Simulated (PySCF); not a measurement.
# CH3AlBr (SMILES [CH3][Al][Br]): a chain of runs

We compute a saddle-point search (UAPF/ANO-RCC-MB), then the energy, then the energy (UMP2/pc-1) of CH3AlBr. Input form: a Python script.

Program for the calculation: PySCF 2.14.0.

## 1. The molecule

CH3AlBr: 6 atoms, total charge 0, spin state doublet. As SMILES, `[CH3][Al][Br]`. The run starts from this shape.

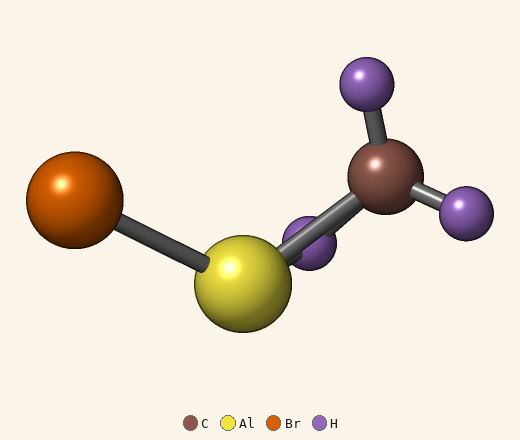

The structure, seen from a chosen angle (carbon brown, aluminium yellow, bromine orange, hydrogen purple).

## 2. A transition-state search at UAPF/ANO-RCC-MB (sfX2C) (run 1)

Input file calc.py:

```python
from pyscf import gto, dft
from pyscf.geomopt.geometric_solver import kernel as optimise

molecule = gto.M(
    atom=[
    ('C', (-0.392100, 0.512200, -0.308600)),
    ('Al', (1.119900, -0.742300, -0.306600)),
    ('Br', (1.361500, -2.105700, 1.514100)),
    ('H', (-0.031400, 1.541900, -0.384000)),
    ('H', (-0.975800, 0.403700, 0.608700)),
    ('H', (0.062720, -0.479215, -1.038216)),
],
    max_memory=1860,
    verbose=3,
    charge=0,
    spin=1,
    basis='ano-rcc-mb',
)

calc0 = dft.UKS(molecule, xc='apf')
calc0 = calc0.sfx2c1e()
calc0.max_cycle = 100
converged, mol_eq = optimise(calc0, maxsteps=60, transition=True, hessian=True)
print('converged:', converged)
print(mol_eq.tostring())

calc0.reset(mol_eq)
molecule = mol_eq
calc0.kernel()
e_tot = calc0.e_tot
print(f'total energy: {e_tot:.8f} hartree')
```

Command:

```bash
$ OMP_NUM_THREADS=1 python calc.py
```

The log of the run:

```text
WARN: HOMO -0.169663829943198 >= LUMO -0.169663829943192

converged SCF energy = -2888.54846059703  <S^2> = 0.75687543  2S+1 = 2.0068637

maxiter                   60
transition                True
----------------------------------------------------------
 Transition state optimization requested.
Custom engine selected.
Requested bond order-based connectivity but it is not available in the current engine
Bonds will be generated from interatomic distances less than 1.20 times sum of covalent radii
18 internal coordinates being used (instead of 18 Cartesians)
Internal coordinate system (atoms numbered from 1):
Distance 1-2
Distance 1-4
Distance 1-5
Distance 2-3
Distance 2-6
Angle 2-1-4
Angle 2-1-5
Angle 4-1-5
Angle 1-2-3
Angle 1-2-6
Angle 3-2-6
Dihedral 4-1-2-3
Dihedral 4-1-2-6
Dihedral 5-1-2-3
Dihedral 5-1-2-6
Translation-X 1-6
Translation-Y 1-6
Translation-Z 1-6
Rotation-A 1-6
Rotation-B 1-6
Rotation-C 1-6
> ===== Optimization Info: ====
> Job type: Transition state optimization
> Maximum number of optimization cycles: 60
> Initial / maximum trust radius (Angstrom): 0.010 / 0.030
> Convergence Criteria:
> Will converge when all 5 criteria are reached:
>  |Delta-E| < 1.00e-06
>  RMS-Grad  < 3.00e-04
>  Max-Grad  < 4.50e-04
>  RMS-Disp  < 1.20e-03
>  Max-Disp  < 1.80e-03
> === End Optimization Info ===

Geometry optimization cycle 1
Cartesian coordinates (Angstrom)
 Atom        New coordinates             dX        dY        dZ
   C  -0.392100   0.512200  -0.308600    0.000000  0.000000  0.000000
  Al   1.119900  -0.742300  -0.306600    0.000000  0.000000  0.000000
  Br   1.361500  -2.105700   1.514100    0.000000  0.000000  0.000000
   H  -0.031400   1.541900  -0.384000    0.000000  0.000000  0.000000
   H  -0.975800   0.403700   0.608700    0.000000  0.000000  0.000000
   H   0.062720  -0.479215  -1.038216    0.000000  0.000000  0.000000

WARN: Mole.unit (angstrom) is changed to Bohr

converged SCF energy = -2888.54846059758  <S^2> = 0.75687536  2S+1 = 2.0068636
--------------- sfX2C1eUKS_Scanner gradients ---------------
         x                y                z
0 C    -0.0467832845     0.0393084727     0.0008270861
1 Al    -0.1590907013     0.0140275896    -0.0799288579
2 Br    -0.0034242964     0.0303691217    -0.0331000043
3 H    -0.0054722229    -0.0288773873     0.0359761689
4 H     0.0303305439     0.0214502766    -0.0176192894
5 H     0.1844357874    -0.0762290138     0.0937944813
----------------------------------------------
cycle 1: E = -2888.5484606  dE = -2888.55  norm(grad) = 0.300221
>> Using Hessian data provided via params...
>> Initial Cartesian Hessian Eigenvalues
Hessian Eigenvalues:  -8.656e-02 -5.716e-02 -2.892e-02 -7.028e-03 -7.155e-04  9.456e-03  3.515e-02
 5.359e-02  1.032e-01  1.698e-01  4.110e-01  4.613e-01    .....    9.073e+02  9.073e+02  9.075e+02

== Summary of harmonic free energy analysis ==
Note: Rotational symmetry is set to 1 regardless of true symmetry
3 Imaginary Frequencies (cm^-1): 1228.467i 492.841i 290.534i
Note: Free energy does not include contribution from imaginary mode(s)

Free energy contributions calculated at @ 300.00 K:
Zero-point vibrational energy:                                   40.1022 kcal/mol
H   (Trans + Rot + Vib = Tot):   1.4904 +   0.8942 +   0.3326 =   2.7173 kcal/mol
S   (Trans + Rot + Vib = Tot):  40.3657 +  25.5013 +   1.6799 =  67.5469 cal/mol/K
TS  (Trans + Rot + Vib = Tot):  12.1097 +   7.6504 +   0.5040 =  20.2641 kcal/mol

Ground State Electronic Energy    : E0                        = -2888.54846060 au (  -1812591.5253 kcal/mol)
Free Energy Correction (Harmonic) : ZPVE + [H-TS]_T,R,V       =     0.03594428 au (        22.5554 kcal/mol)
Gibbs Free Energy (Harmonic)      : E0 + ZPVE + [H-TS]_T,R,V  = -2888.51251632 au (  -1812568.9699 kcal/mol)

Step    0 : Gradient = 1.226e-01/2.205e-01 (rms/max) Energy = -2888.5484605976
Hessian Eigenvalues:  -1.435e-02  1.349e-03  3.773e-03  1.113e-02  4.634e-02  5.160e-02  7.272e-02
 1.032e-01  2.029e-01  3.393e-01  4.298e-01  4.442e-01    .....    2.431e+03  3.821e+03  5.857e+03

Geometry optimization cycle 2
Cartesian coordinates (Angstrom)
 Atom        New coordinates             dX        dY        dZ
   C  -0.393219   0.509237  -0.312028   -0.001119 -0.002963 -0.003428
  Al   1.122770  -0.741562  -0.308152    0.002870  0.000738 -0.001552
  Br   1.361539  -2.105740   1.514084    0.000039 -0.000040 -0.000016
   H  -0.028729   1.539713  -0.383512    0.002671 -0.002187  0.000488
   H  -0.973136   0.395032   0.609362    0.002664 -0.008668  0.000662
   H   0.049680  -0.460636  -1.033958   -0.013040  0.018579  0.004258
converged SCF energy = -2888.55570707557  <S^2> = 0.7560332  2S+1 = 2.0060241
--------------- sfX2C1eUKS_Scanner gradients ---------------
         x                y                z
0 C    -0.0448258199     0.0368252916    -0.0001306405
1 Al    -0.1552003968     0.0152807228    -0.0743232967
2 Br    -0.0033080565     0.0302091128    -0.0329746948
3 H    -0.0049345123    -0.0273280752     0.0349585027
4 H     0.0288873453     0.0208924843    -0.0160898741
5 H     0.1793806533    -0.0758306644     0.0885084994
----------------------------------------------
cycle 2: E = -2888.55570708  dE = -0.00724648  norm(grad) = 0.290698
Step    1 : Displace = 1.003e-02/2.008e-02 (rms/max) Trust = 1.000e-02 (=) Grad = 1.187e-01/2.139e-01 (rms/max) E (change) = -2888.5557070756 (-7.246e-03) Quality = 1.000
Hessian Eigenvalues:  -1.049e-02  1.380e-03  3.813e-03  1.113e-02  4.666e-02  5.187e-02  7.250e-02
 1.069e-01  2.348e-01  3.273e-01  4.221e-01  4.473e-01    .....    2.431e+03  3.821e+03  5.857e+03

Geometry optimization cycle 3
Cartesian coordinates (Angstrom)
[... 7 lines left out ...]
converged SCF energy = -2888.56402626247  <S^2> = 0.75498478  2S+1 = 2.0049786
[... 23 lines left out ...]
converged SCF energy = -2888.57587095581  <S^2> = 0.7539705  2S+1 = 2.0039666
[... 23 lines left out ...]
converged SCF energy = -2888.59223895262  <S^2> = 0.75406661  2S+1 = 2.0040625
[... 23 lines left out ...]
converged SCF energy = -2888.60682003931  <S^2> = 0.75577755  2S+1 = 2.0057692
[... 23 lines left out ...]
converged SCF energy = -2888.62229168492  <S^2> = 0.75647042  2S+1 = 2.00646
[... 23 lines left out ...]
converged SCF energy = -2888.62714720912  <S^2> = 0.75637422  2S+1 = 2.0063641
[... 23 lines left out ...]
converged SCF energy = -2888.63143458091  <S^2> = 0.75685614  2S+1 = 2.0068444
[... 23 lines left out ...]
converged SCF energy = -2888.61958432012  <S^2> = 0.7586881  2S+1 = 2.0086693
[... 23 lines left out ...]
converged SCF energy = -2888.60990243355  <S^2> = 0.75992044  2S+1 = 2.009896
[... 23 lines left out ...]
converged SCF energy = -2888.60170718434  <S^2> = 0.76898621  2S+1 = 2.0188969
[... 23 lines left out ...]
converged SCF energy = -2888.60026686947  <S^2> = 0.78061233  2S+1 = 2.0303816
[... 23 lines left out ...]
converged SCF energy = -2888.5981924376  <S^2> = 0.78845463  2S+1 = 2.0380919
[... 23 lines left out ...]
converged SCF energy = -2888.59251724704  <S^2> = 0.79338354  2S+1 = 2.0429229
[... 23 lines left out ...]
converged SCF energy = -2888.59515153141  <S^2> = 0.78846722  2S+1 = 2.0381042
[... 23 lines left out ...]
converged SCF energy = -2888.59059366617  <S^2> = 0.794456  2S+1 = 2.0439726
[... 23 lines left out ...]
converged SCF energy = -2888.59739742614  <S^2> = 0.78865856  2S+1 = 2.038292
[... 23 lines left out ...]
converged SCF energy = -2888.60462602243  <S^2> = 0.77986575  2S+1 = 2.029646
[... 14 lines left out ...]
Geometry optimization cycle 20
Cartesian coordinates (Angstrom)
 Atom        New coordinates             dX        dY        dZ
   C  -0.486374   0.572879  -0.430729    0.048635 -0.008364 -0.025154
  Al   1.210643  -0.690716  -0.329535   -0.003546 -0.004197 -0.003971
  Br   1.358068  -2.103762   1.511446   -0.000797 -0.001394  0.002562
   H   0.064423   1.558259  -0.324600    0.017191  0.008909 -0.046888
   H  -0.872527   0.233691   0.585239   -0.005305  0.004665 -0.042862
   H  -0.012687  -0.216548  -1.099464   -0.008638 -0.012908 -0.072516
converged SCF energy = -2888.61483845703  <S^2> = 0.77038202  2S+1 = 2.0202792
--------------- sfX2C1eUKS_Scanner gradients ---------------
         x                y                z
0 C    -0.0120488106    -0.0018000667    -0.0289814703
1 Al    -0.1003942988     0.0172434024    -0.0278704633
2 Br    -0.0003061371     0.0240548975    -0.0284402468
3 H     0.0020421940    -0.0093730426     0.0183666843
4 H     0.0139461196     0.0063940103     0.0038019695
5 H     0.0967990476    -0.0364828465     0.0631082849
----------------------------------------------
cycle 20: E = -2888.61483846  dE = -0.0102124  norm(grad) = 0.169976
Step   19 : Displace = 2.785e-02/4.674e-02 (rms/max) Trust = 3.000e-02 (=) Grad = 6.939e-02/1.212e-01 (rms/max) E (change) = -2888.6148384570 (-1.021e-02) Quality = 0.994
Hessian Eigenvalues:  -7.623e-02  1.884e-03  3.849e-03  1.473e-02  4.726e-02  5.193e-02  6.064e-02
 7.898e-02  1.304e-01  4.142e-01  4.380e-01  4.706e-01    .....    2.431e+03  3.821e+03  5.857e+03

Geometry optimization cycle 21
Cartesian coordinates (Angstrom)
 Atom        New coordinates             dX        dY        dZ
   C  -0.437544   0.562531  -0.442775    0.048831 -0.010348 -0.012046
  Al   1.213719  -0.691406  -0.335743    0.003075 -0.000690 -0.006208
  Br   1.358371  -2.106095   1.512728    0.000303 -0.002333  0.001282
   H   0.071712   1.569026  -0.365256    0.007289  0.010767 -0.040656
   H  -0.883393   0.240886   0.550717   -0.010866  0.007195 -0.034522
   H  -0.036444  -0.213188  -1.162526   -0.023757  0.003360 -0.063062
converged SCF energy = -2888.63002789853  <S^2> = 0.76246718  2S+1 = 2.0124286
--------------- sfX2C1eUKS_Scanner gradients ---------------
         x                y                z
0 C    -0.0214974041     0.0006848095    -0.0329925587
1 Al    -0.0881172260     0.0128065923    -0.0270173893
2 Br    -0.0006009513     0.0225962744    -0.0263112361
3 H     0.0045182632    -0.0086350790     0.0191018325
4 H     0.0151385305     0.0055192847     0.0063074125
5 H     0.0905943213    -0.0329393330     0.0608980044
----------------------------------------------
cycle 21: E = -2888.6300279  dE = -0.0151894  norm(grad) = 0.15866
Step   20 : Displace = 3.010e-02/4.909e-02 (rms/max) Trust = 3.000e-02 (=) Grad = 6.477e-02/1.140e-01 (rms/max) E (change) = -2888.6300278985 (-1.519e-02) Quality = 0.992
Hessian Eigenvalues:  -8.313e-02  2.162e-03  3.778e-03  1.082e-02  4.710e-02  5.031e-02  6.005e-02
 7.915e-02  1.370e-01  4.142e-01  4.380e-01  4.706e-01    .....    2.431e+03  3.821e+03  5.857e+03

Geometry optimization cycle 22
Cartesian coordinates (Angstrom)
 Atom        New coordinates             dX        dY        dZ
   C  -0.418697   0.563437  -0.431709    0.018847  0.000906  0.011066
  Al   1.230136  -0.682383  -0.344016    0.016418  0.009023 -0.008273
  Br   1.358473  -2.107992   1.512582    0.000102 -0.001897 -0.000146
   H   0.058946   1.587595  -0.370342   -0.012767  0.018569 -0.005086
   H  -0.893665   0.243355   0.549660   -0.010272  0.002470 -0.001057
   H  -0.073759  -0.201596  -1.217958   -0.037315  0.011591 -0.055431
converged SCF energy = -2888.64702704274  <S^2> = 0.75977475  2S+1 = 2.009751
--------------- sfX2C1eUKS_Scanner gradients ---------------
         x                y                z
0 C    -0.0316582068     0.0104393992    -0.0260371834
1 Al    -0.0740382861     0.0074558427    -0.0238394268
2 Br    -0.0006503539     0.0205476756    -0.0233583229
3 H     0.0063341599    -0.0066954631     0.0189720251
4 H     0.0146671887     0.0049791101     0.0087128478
5 H     0.0853814273    -0.0367038897     0.0455463726
----------------------------------------------
cycle 22: E = -2888.64702704  dE = -0.0169991  norm(grad) = 0.142602
Step   21 : Displace = 2.900e-02/5.555e-02 (rms/max) Trust = 3.000e-02 (=) Grad = 5.822e-02/1.035e-01 (rms/max) E (change) = -2888.6470270427 (-1.700e-02) Quality = 0.966
Hessian Eigenvalues:  -1.271e-01  2.462e-03  3.929e-03  2.554e-02  4.883e-02  5.789e-02  7.777e-02
 8.312e-02  1.446e-01  4.142e-01  4.395e-01  4.710e-01    .....    2.431e+03  3.821e+03  5.857e+03

Geometry optimization cycle 23
Cartesian coordinates (Angstrom)
 Atom        New coordinates             dX        dY        dZ
   C  -0.475914   0.582603  -0.400972   -0.057217  0.019166  0.030737
  Al   1.263343  -0.661247  -0.355188    0.033207  0.021136 -0.011171
  Br   1.357663  -2.107650   1.508059   -0.000809  0.000342 -0.004523
   H   0.032775   1.599922  -0.311343   -0.026171  0.012327  0.058998
   H  -0.887943   0.223460   0.605210    0.005722 -0.019895  0.055550
   H  -0.117923  -0.162119  -1.212089   -0.044165  0.039477  0.005869
converged SCF energy = -2888.65448134044  <S^2> = 0.76704612  2S+1 = 2.0169741
--------------- sfX2C1eUKS_Scanner gradients ---------------
         x                y                z
0 C    -0.0316799820     0.0099988115    -0.0218186768
1 Al    -0.0637237267     0.0046897491    -0.0180324255
2 Br    -0.0003154046     0.0184674933    -0.0207810545
3 H     0.0071802663    -0.0032953462     0.0172783099
4 H     0.0116774519     0.0046685690     0.0108832014
5 H     0.0768951725    -0.0345235405     0.0324847381
----------------------------------------------
cycle 23: E = -2888.65448134  dE = -0.0074543  norm(grad) = 0.124732
Step   22 : Displace = 3.120e-02/4.862e-02 (rms/max) Trust = 3.000e-02 (=) Grad = 5.092e-02/9.033e-02 (rms/max) E (change) = -2888.6544813404 (-7.454e-03) Quality = 0.894
Hessian Eigenvalues:  -5.924e-02  3.499e-03  3.931e-03  2.576e-02  4.863e-02  5.671e-02  5.992e-02
 8.109e-02  1.354e-01  4.146e-01  4.408e-01  4.714e-01    .....    2.431e+03  3.821e+03  5.857e+03

Geometry optimization cycle 24
Cartesian coordinates (Angstrom)
 Atom        New coordinates             dX        dY        dZ
   C  -0.525811   0.593751  -0.392968   -0.049897  0.011148  0.008004
  Al   1.283789  -0.646557  -0.362357    0.020446  0.014690 -0.007170
  Br   1.356623  -2.106710   1.503575   -0.001040  0.000940 -0.004484
   H   0.027181   1.588375  -0.269249   -0.005594 -0.011546  0.042094
   H  -0.866426   0.189447   0.626786    0.021517 -0.034013  0.021576
   H  -0.139950  -0.117376  -1.183860   -0.022027  0.044744  0.028228
```

It took 17 min on 1 thread of Arm Neoverse V2, shared host.

Time ran out before the run finished.

## 3. A single-point energy at UAPF/ANO-RCC-MB (sfX2C) (run 4)

Input file job.py:

```python
from pyscf import gto, dft

mol = gto.Mole()
mol.atom = [
    ('C', (-0.392100, 0.512200, -0.308600)),
    ('Al', (1.119900, -0.742300, -0.306600)),
    ('Br', (1.361500, -2.105700, 1.514100)),
    ('H', (-0.031400, 1.541900, -0.384000)),
    ('H', (-0.975800, 0.403700, 0.608700)),
    ('H', (-1.039900, 0.326200, -1.169800)),
]
mol.basis = 'ano-rcc-mb'
mol.charge = 0
mol.spin = 1
mol.verbose = 3
mol.max_memory = 1860
mol.build()

myscf = dft.UKS(mol)
myscf.xc = 'apf'
myscf = myscf.sfx2c1e()
myscf.max_cycle = 100
myscf.kernel()

e_final = myscf.e_tot
print(f'total energy: {e_final:.8f} hartree')
```

Command:

```bash
$ OMP_NUM_THREADS=1 python job.py
```

The log of the run:

```text
WARN: HOMO -0.155445750480039 >= LUMO -0.155445750479998

converged SCF energy = -2888.74661656256  <S^2> = 0.75185767  2S+1 = 2.0018568
total energy: -2888.74661656 hartree
```

It took 8.4 s on 1 thread of Arm Neoverse V2, shared host; peak memory 0.24 GiB.

## 4. The energy at UMP2/pc-1 (run 6)

Input file run.py:

```python
from pyscf import gto, mp

mol = gto.M(
    atom=[
    ('C', (-0.392100, 0.512200, -0.308600)),
    ('Al', (1.119900, -0.742300, -0.306600)),
    ('Br', (1.361500, -2.105700, 1.514100)),
    ('H', (-0.031400, 1.541900, -0.384000)),
    ('H', (-0.975800, 0.403700, 0.608700)),
    ('H', (-1.039900, 0.326200, -1.169800)),
],
    max_memory=1860,
    spin=1,
    charge=0,
    verbose=4,
    basis='pc-1',
)

mf = mol.UHF()
mf = mf.newton()
mf.kernel()

pt = mp.MP2(mf).run()
etot = pt.e_tot
print('Final energy', etot)
```

Command:

```bash
$ OMP_NUM_THREADS=1 python run.py
```

The log of the run:

```text
PySCF version 2.14.0

[INPUT] num. atoms = 6
[INPUT] num. electrons = 57
[INPUT] charge = 0
[INPUT] spin (= nelec alpha-beta = 2S) = 1
[INPUT] symmetry False subgroup None
[INPUT] Mole.unit = angstrom
[INPUT] Symbol           X                Y                Z      unit          X                Y                Z       unit  Magmom
[INPUT]  1 C     -0.392100000000   0.512200000000  -0.308600000000 AA   -0.740961613442   0.967917721002  -0.583169482041 Bohr   0.0
[INPUT]  2 Al     1.119900000000  -0.742300000000  -0.306600000000 AA    2.116304286900  -1.402743702265  -0.579390029792 Bohr   0.0
[INPUT]  3 Br     1.361500000000  -2.105700000000   1.514100000000 AA    2.572862118595  -3.979196300497   2.861234325204 Bohr   0.0
[INPUT]  4 H     -0.031400000000   1.541900000000  -0.384000000000 AA   -0.059337400311   2.913768711467  -0.725654831833 Bohr   0.0
[INPUT]  5 H     -0.975800000000   0.403700000000   0.608700000000 AA   -1.843994752351   0.762882436487   1.150276292023 Bohr   0.0
[INPUT]  6 H     -1.039900000000   0.326200000000  -1.169800000000 AA   -1.965126196935   0.616428661833  -2.210601620516 Bohr   0.0

nuclear repulsion = 188.220932996407
number of shells = 15
number of NR pGTOs = 162
number of NR cGTOs = 74
basis = pc-1
ecp = {}

******** <class 'pyscf.soscf.newton_ah.SecondOrderUHF'> ********
method = SecondOrderUHF
initial guess = minao
damping factor = 0
level_shift factor = 0
DIIS = <class 'pyscf.scf.diis.CDIIS'>
diis_start_cycle = 1
diis_space = 8
diis_damp = 0
SCF conv_tol = 1e-09
SCF conv_tol_grad = None
SCF max_cycles = 50
direct_scf = True
direct_scf_tol = 1e-13
number electrons alpha = 29  beta = 28
******** <class 'pyscf.scf.uhf.UHF'> Newton solver flags ********
SCF tol = 1e-09
conv_tol_grad = None
max. SCF cycles = 50
direct_scf = True
direct_scf_tol = 1e-13
max_cycle_inner = 12
max_stepsize = 0.05
ah_start_tol = 1e+09
ah_level_shift = 0
ah_conv_tol = 1e-12
ah_lindep = 1e-14
ah_start_cycle = 1
ah_max_cycle = 40
ah_grad_trust_region = 2.5
kf_interval = 4
kf_trust_region = 5
canonicalization = True
Set conv_tol_grad to 3.16228e-05
[... the frontier-level lines of each cycle are left out ...]

Initial guess E= -2853.81264852811  |g|= 0.194208
macro= 0  E= -2853.85982707027  delta_E= -0.0471785  |g|= 0.0310941  3 KF 9 JK
macro= 1  E= -2853.86011198822  delta_E= -0.000284918  |g|= 7.99967e-05  3 KF 11 JK
macro= 2  E= -2853.8601119882  delta_E= 1.18234e-11  |g|= 9.77022e-06  1 KF 2 JK
Canonicalize SCF orbitals
macro X = 3  E=-2853.8601119882  |g|= 9.77022e-06  total 8 KF 26 JK
converged SCF energy = -2853.8601119882  <S^2> = 0.75525872  2S+1 = 2.0052518

******** <class 'pyscf.mp.ump2.UMP2'> ********
nocc = (np.int64(29), np.int64(28)), nmo = (74, 74)
E(UMP2) = -2854.18822142514  E_corr = -0.328109436938096
E(SCS-UMP2) = -2854.18150717361  E_corr = -0.321395185410737
E_corr(same-spin) = -0.0834647756711294
E_corr(oppo-spin) = -0.244644661266967
Final energy -2854.1882214251414
```

Wall time 2.7 s (1 thread of Arm Neoverse V2, shared host); peak memory 0.22 GiB.

## 5. Results

| quantity | value |
| --- | --- |
| run 4, UAPF/ANO-RCC-MB: total energy | -2888.74662 Eh |
| run 4, UAPF/ANO-RCC-MB: dipole moment | 2.61 D |
| run 4, UAPF/ANO-RCC-MB: HOMO energy (highest over α and β) | -6.25 eV |
| run 4, UAPF/ANO-RCC-MB: LUMO energy (lowest over α and β) | -3.20 eV |
| run 4, UAPF/ANO-RCC-MB: ⟨S²⟩ | 0.752 |
| run 6, UMP2/pc-1: total energy | -2854.18822 Eh |
| run 6, UMP2/pc-1: dipole moment (Hartree–Fock density) | 2.44 D |
| run 6, UMP2/pc-1: HOMO energy (Hartree–Fock orbitals) (highest over α and β) | -8.34 eV |
| run 6, UMP2/pc-1: LUMO energy (Hartree–Fock orbitals) (lowest over α and β) | 0.81 eV |
| run 6, UMP2/pc-1: correlation energy | -328.1 mEh |
| run 6, UMP2/pc-1: ⟨S²⟩ of the reference determinant | 0.755 |
| run 1, UAPF/ANO-RCC-MB | no result (timeout) |

Mulliken charges (run 6, UMP2/pc-1) of the mean-field density run from -0.69 on C1 to +0.81 on Al2; they depend strongly on the basis. 1 of the 3 runs did not end normally.
